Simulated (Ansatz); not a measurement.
# wB97M-V/def2-SVP (core potential) run of C2H5InO (SMILES C[C](=O)[InH2])

What is the electronic atomisation energy of C2H5InO at wB97M-V/def2-SVP (core potential)? 

Program for the calculation: Ansatz 0.2.0.

62 further runs of the same task are left out: 62 set aside as unsound or not needed.

### Step 1. Starting point

C2H5InO: 9 atoms, total charge 0, spin state singlet. As SMILES, `C[C](=O)[InH2]`. Geometry: relaxed at PBE0-D4/def2-TZVP.

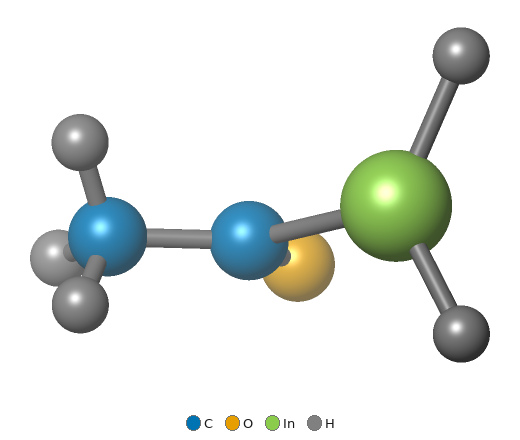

The structure, seen from a chosen angle (carbon blue, oxygen amber, indium green, hydrogen grey).

### Step 2. A single-point energy at wB97M-V/def2-SVP (core potential)

The input, run.yaml:

```yaml
basis:
  gaussian: {orbitals: def2-SVP}
crystal:
  periodic: [false, false, false]
  atoms:
    - {symbol: C, position_ang: [0.344400, 1.188000, -0.839100]}
    - {symbol: C, position_ang: [0.607000, -0.087100, -0.096200]}
    - {symbol: O, position_ang: [1.705800, -0.590300, -0.051600]}
    - {symbol: In, position_ang: [-0.847800, -1.304800, 1.038800]}
    - {symbol: H, position_ang: [1.255300, 1.565500, -1.309800]}
    - {symbol: H, position_ang: [-0.427200, 1.011100, -1.595100]}
    - {symbol: H, position_ang: [-0.058700, 1.931600, -0.144300]}
    - {symbol: H, position_ang: [-1.599800, -2.644700, 0.254600]}
    - {symbol: H, position_ang: [-0.978900, -1.069400, 2.742600]}
output: {orbitals: {seedname: orbitals}}
accuracy: high
hamiltonian: {xc: {name: wB97M-V}}
```

Launch:

```bash
$ ansatz run run.yaml --threads 1 --pin off --max-ram 3480MiB --events-out events.jsonl --progress --plain --runs-dir runs
```

What it wrote:

```text
Warning: RAYON_NUM_THREADS=1 ignored (pool sized by the plan → 1); use --threads N
Functional definition: wB97M-V
  name "wB97M-V"
  parameter omega = 0.3/bohr
  parameter cx = 0.15
  parameter cx01 = 1.007
  parameter cx10 = 0.259
  parameter css00 = 0.443
  parameter css04 = -1.437
  parameter css10 = -4.535
  parameter css20 = -3.390
  parameter css43 = 4.278
  parameter cos00 = 1.000
  parameter cos10 = 1.358
  parameter cos20 = 2.924
  parameter cos21 = -8.812
  parameter cos60 = -1.390
  parameter cos61 = 9.142
  parameter b = 6.0
  parameter c = 0.01
  gx(w, u) = 1 - cx + cx01*u + cx10*w
  gss(w, u) = css00 + css04*u^4 + css10*w + css20*w^2 + css43*w^4*u^3
  gos(w, u) = cos00 + cos10*w + (cos20 + cos21*u)*w^2 + (cos60 + cos61*u)*w^6
  exchange = spin_sum(e_x_unif_sr(omega)*gx(b97_w, b97_u_x)) + cx*exact_x_sr(omega) + exact_x_lr(omega)
  correlation = spin_sum(e_c_pw_mod_same_spin*gss(b97_w, b97_u_same))
      + integral(e_c_pw_mod_opposite_spin*gos(b97_w_opposite, b97_u_opposite)) + vv10(b, c)
2299 factors; integrals over basis functions are off by at most 8.2e-9 eV
413 factors; integrals over basis functions are off by at most 2.4e-9 eV
mean field evaluation 1: about -9364.0753 eV, gradient 4.3e1 eV
mean field evaluation 2: about -9362.5242 eV, gradient 5.6e1 eV
mean field evaluation 4: about -9368.2238 eV, gradient 2.3e0 eV
mean field evaluation 8: about -9368.3470 eV, gradient 2.0e-1 eV
mean field evaluation 16: about -9368.3473 eV, gradient 1.3e-4 eV
mean field -9368.34728283 eV, -344.2804125501 hartree, gradient 6.1e-8 eV, S^2 0.000000; 0 other end points of the search recorded, 0 dependent functions left out
reference -9368.34728868 eV, -344.2804127652 hartree; 23, 23 occupied and 70, 70 virtual orbitals, 2299 factors
Total energy: -9368.34728868 eV, -344.2804127652 hartree
```

Run time: 88 s. Hardware: 1 thread of Arm Neoverse V2, shared host; peak memory 0.67 GiB.

### Step 3. The C atom

The input, input.yaml:

```yaml
crystal:
  periodic: [false, false, false]
  atoms:
    - {symbol: C, position_ang: [0.000000, 0.000000, 0.000000]}
basis:
  gaussian:
    orbitals: def2-SVP
magnetization:
  spin_polarized: true
  initial_magnetization: 2
hamiltonian:
  xc: {name: wB97M-V}
accuracy: high
```

Launch:

```bash
$ ansatz run input.yaml --threads 1 --pin off --max-ram 3480MiB --events-out events.jsonl --progress --plain --runs-dir runs
```

What it wrote, shortened:

```text
Warning: RAYON_NUM_THREADS=1 ignored (pool sized by the plan → 1); use --threads N
[... 2 set-up lines as earlier in the session ...]
[...]
  gx(w, u) = 1 - cx + cx01*u + cx10*w
  gss(w, u) = css00 + css04*u^4 + css10*w + css20*w^2 + css43*w^4*u^3
  gos(w, u) = cos00 + cos10*w + (cos20 + cos21*u)*w^2 + (cos60 + cos61*u)*w^6
[...]
      + integral(e_c_pw_mod_opposite_spin*gos(b97_w_opposite, b97_u_opposite)) + vv10(b, c)
95 factors; integrals over basis functions are off by at most 1.9e-9 eV
55 factors; integrals over basis functions are off by at most 1.8e-9 eV
[...]
mean field -1028.57619483 eV, -37.7994779659 hartree, gradient 9.4e-8 eV, S^2 2.001813; 0 other end points of the search recorded, 0 dependent functions left out
reference -1028.57619676 eV, -37.7994780371 hartree; 4, 2 occupied and 10, 12 virtual orbitals, 95 factors
Total energy: -1028.57619676 eV, -37.7994780371 hartree
```

It took 1.7 s on 1 thread of Arm Neoverse V2, shared host; peak memory 0.15 GiB.

### Step 4. The H atom at the same level

The input, molecule.yaml:

```yaml
basis:
  gaussian:
    orbitals: def2-SVP
crystal:
  periodic: [false, false, false]
  atoms:
    - {symbol: H, position_ang: [0.000000, 0.000000, 0.000000]}
magnetization:
  spin_polarized: true
  initial_magnetization: 1
hamiltonian:
  xc: {name: wB97M-V}
accuracy: high
```

Run the same way, it converges to -0.49171 Eh (log not shown).

### Step 5. The In atom at the same level

The input, input.yaml:

```yaml
crystal:
  periodic: [false, false, false]
  atoms:
    - symbol: In
      position_ang: [0.000000, 0.000000, 0.000000]
basis:
  gaussian:
    orbitals: def2-SVP
magnetization:
  spin_polarized: true
  initial_magnetization: 1
hamiltonian:
  xc: {name: wB97M-V}
accuracy: high
```

Run the same way, it converges to -190.05597 Eh (log not shown).

### Step 6. The O atom at the same level

The input, in.yaml:

```yaml
crystal:
  periodic: [false, false, false]
  atoms:
    - {symbol: O, position_ang: [0.000000, 0.000000, 0.000000]}
basis:
  gaussian:
    orbitals: def2-SVP
magnetization:
  spin_polarized: true
  initial_magnetization: 2
hamiltonian:
  xc: {name: wB97M-V}
accuracy: high
```

Run the same way, it converges to -74.98020 Eh (log not shown).

### Step 7. Summary of results

At wB97M-V/def2-SVP (core potential):

| quantity | value |
| --- | --- |
| molecule: total energy | -344.28041 Eh |
| molecule: HOMO energy | -8.30 eV |
| molecule: LUMO energy | -0.13 eV |
| molecule: HOMO–LUMO gap | 8.18 eV |
| C atom: total energy | -37.79948 Eh |
| C atom: ⟨S²⟩ | 2.002 |
| H atom: total energy | -0.49171 Eh |
| H atom: ⟨S²⟩ | 0.750 |
| In atom: total energy | -190.05597 Eh |
| In atom: ⟨S²⟩ | 0.752 |
| O atom: total energy | -74.98020 Eh |
| O atom: ⟨S²⟩ | 2.003 |
| electronic atomisation energy | 32.292 eV |

**Reading.** Taking the molecule apart into free atoms costs 32.29 eV (3116 kJ/mol), before zero-point energy and without spin-orbit coupling.
